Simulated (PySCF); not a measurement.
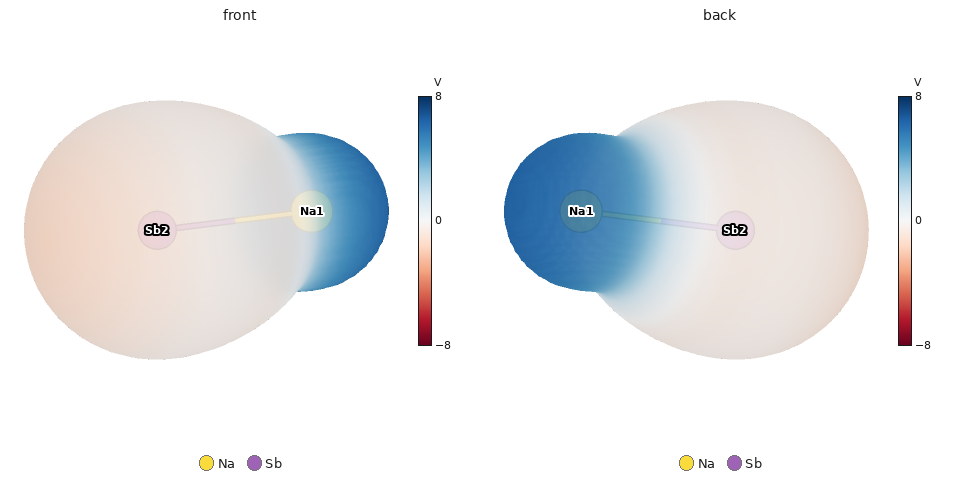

The picture shows: NaSb (triplet). The electrostatic potential painted on the density surface at 0.004 e/bohr³, seen from the front and from behind; red is negative and blue positive.

Core potentials replace the inner electrons of Sb.

These are results of PBE0/def2-SVP, non-relativistic Hamiltonian with scalar-relativistic core potentials where named, at a bond length of 2.939 Å in PySCF, not measurements.

```xyz
2

Na    0.0000    0.0000   -2.4694
Sb    0.0000    0.0000    0.4696
```

**Describe the electrostatic potential map.**

The most negative region (about −1.4 V, or −32 kcal/mol for a unit charge) lies over Sb2, the most positive (about +6.3 V, or +145 kcal/mol for a unit charge) over Na1.
